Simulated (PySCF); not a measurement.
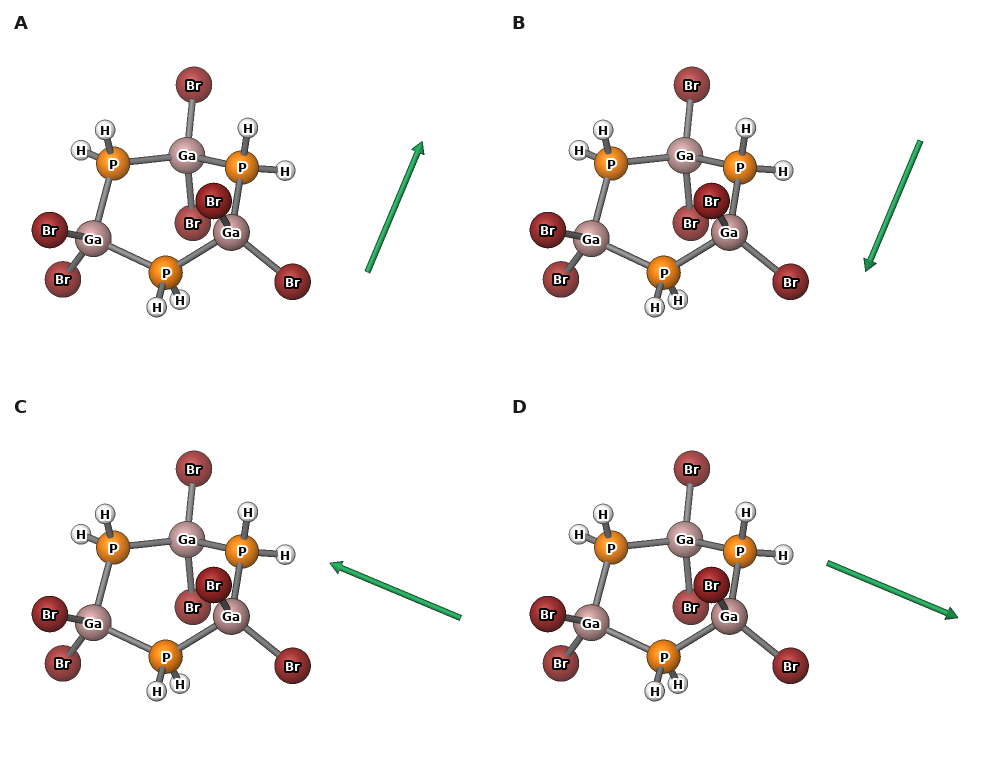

The same molecule four times, each with an arrow. The computed structure is the end point of a PBE0-D3(BJ)/def2-SVP optimisation. No frequency run is at hand to confirm it as a minimum. Level of theory: PBE0/def2-SVPD, gas phase (PySCF 2.14.0).

> Which arrow points along the dipole moment, from the negative to the positive end?

A. The dipole moment is 2.21 D.
